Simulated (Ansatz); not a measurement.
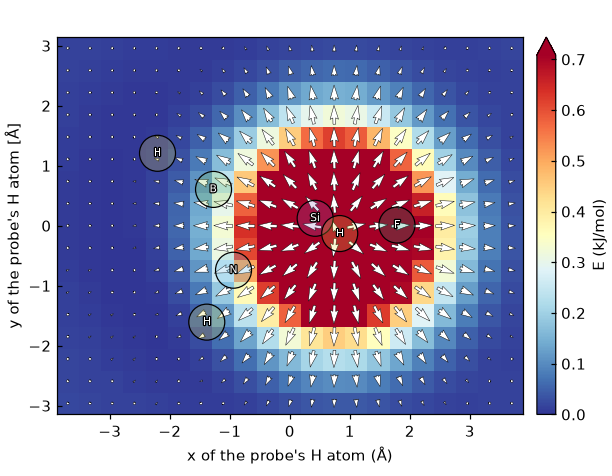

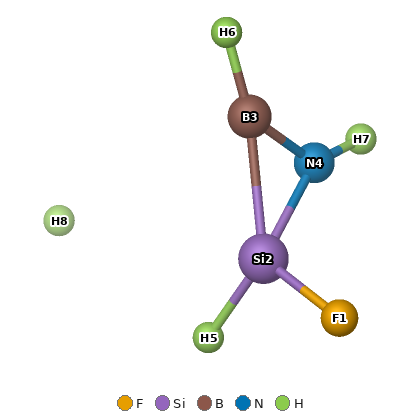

Energy landscape of BFH₃NSi (SMILES F[SiH]1BN1) with the probe H. 
- The probe is moved over a plane parallel to the molecule's main plane, 4.44 Å above it.
- Coordinates scanned: (1) x of the probe's H atom; (2) y of the probe's H atom.
- Nothing is relaxed (molecule and probe rigid).
- Grid: 21 × 17 points.
- Energies are in kJ/mol, from the lowest grid point.
- The calculation used UHF/def2-SVP (Ansatz).

The picture shows one coloured cell a grid point, arrows along the force (downhill), their lengths compressed, labelled circles for the molecule's atoms, projected on the plane, one colour for all values above the top of the scale. The second picture is the structure at the lowest point.

Describe this landscape.

The lowest grid point is at x of the probe's H atom = −2.59 Å, y of the probe's H atom = −1.11 Å. The energy also falls towards the edge at x of the probe's H atom = 2.59 Å, y of the probe's H atom = 2.96 Å (0.01 kJ/mol above the lowest) and x of the probe's H atom = 3.70 Å, y of the probe's H atom = −2.22 Å (0.01 kJ/mol above the lowest), where a further well may lie outside the range. The highest grid point, x of the probe's H atom = 0.74 Å, y of the probe's H atom = 0.00 Å [nearest 1 H at 2.51 Å], lies 2.21 kJ/mol above the lowest.

The input of one point:

```yaml
crystal:
  periodic: [false, false, false]
  atoms:
    - { symbol: F, position_ang: [1.786406, 0.012023, -0.299203] }
    - { symbol: Si, position_ang: [0.422644, 0.124099, 0.553057] }
    - { symbol: B, position_ang: [-1.271071, 0.605257, -0.188053] }
    - { symbol: "N", position_ang: [-0.937979, -0.741379, -0.065802] }
    - { symbol: H, position_ang: [0.831971, -0.130078, 1.938763] }
    - { symbol: H, position_ang: [-2.205045, 1.207623, -0.614758] }
    - { symbol: H, position_ang: [-1.383872, -1.60683, -0.301788] }
    - { symbol: H, position_ang: [-2.59, -1.11, 4.44] }
magnetization:
  spin_polarized: true
  initial_magnetization: 1
basis:
  gaussian: { orbitals: def2-SVP }
hamiltonian:
  xc: hf
output:
  forces: true
```

Each point was launched as `ansatz run input.yaml --threads 1 --pin off --max-ram 2560MiB --backend cpu --events-out ev --progress --plain --runs-dir out`. Time for the 357 points that were run: 9.4 min on 1 thread of Arm Neoverse V1, with other jobs on the host.
